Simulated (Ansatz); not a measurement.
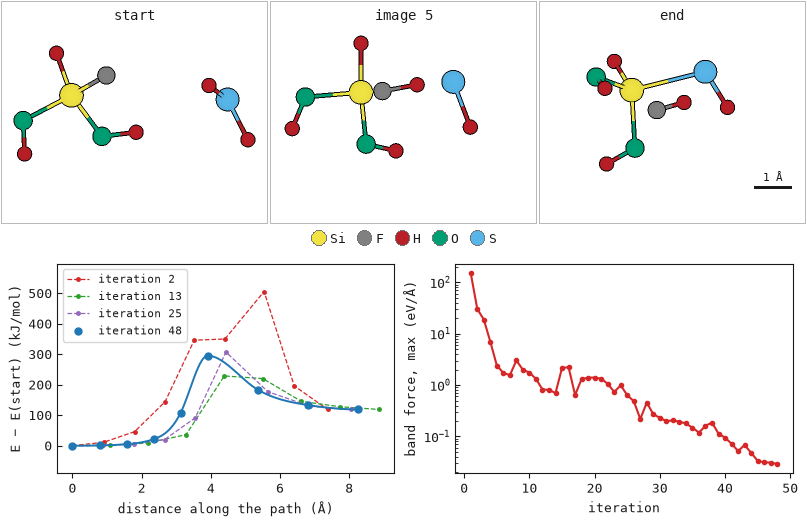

NEB run on SiH5SO2F, made up of SiH3O2F and H2S. Images are numbered from 0 (start) to 8 (end). The plot follows the band through its iterations. A ball-and-stick model, seen at a tilt.

These are results of RHF/6-31G* in Ansatz, not measurements. Settings: 7 movable images; climbing image; force threshold 0.03 eV/Å; iteration limit 60; starting path through a guess of the saddle point.

> How did the profile develop, and is the result final?

The result is final at these settings. The band converged in 48 iterations. The largest component of the band force went from 150 to 0.029 eV/Å. The climbing image converged on the top of the path. Its vibrational analysis gives one imaginary mode (288i cm⁻¹), as a transition state must have. The first iteration put the highest image at 2277.1 kJ/mol. Forward barrier 295.4 kJ/mol, backward barrier 176.5 kJ/mol, with image 5 at the top; the reaction energy is +118.9 kJ/mol.

Limits of the set-up: the start holds two separate molecules, 2.8 Å apart at their closest, whose relative position is a soft coordinate and is computed without a dispersion correction; Hartree-Fock leaves out electron correlation.
